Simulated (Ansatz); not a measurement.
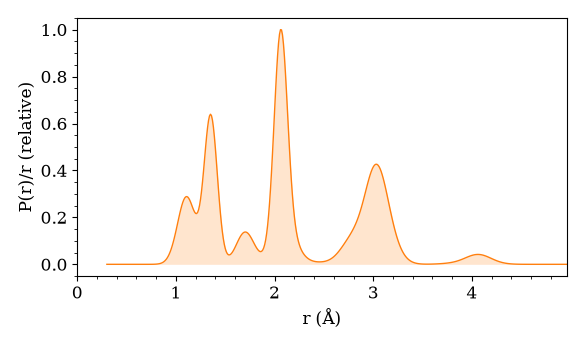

Simulated gas electron diffraction: radial distribution curve of C2H4Al (charge -1, ignored in the scattering factors). Each pair of atoms contributes with weight ZᵢZⱼ/r; damping constant 0.001 Å²; vibrational amplitudes assumed, not computed: 0.05 Å for bonds, 0.078 Å for bonds to H, 0.06 + 0.015 r up to 0.15 Å for other pairs. The geometry is the end point of an optimisation (RKS r2SCAN-D4/def2-SVP (Ansatz)); it may be a saddle point or a higher isomer.

Which pairs of atoms lie under the first 6 clear peaks? Mark bonded pairs by – and others by ···.

Peak 1, 1.11 Å: C–H 1.10–1.11 Å (×3)
Peak 2, 1.35 Å: C–C 1.35 Å
Peak 3, 1.70 Å: Al–H 1.70 Å
Peak 4, 2.06 Å: Al–C 2.06 Å, C···H 2.06–2.18 Å (×3), not resolved
Peak 5, 3.03 Å: Al···H 2.80–3.16 Å (×2), Al···C 3.02 Å, not resolved
Peak 6, 4.06 Å: H···H 3.80–4.17 Å (×2), Al···H 4.06 Å, not resolved
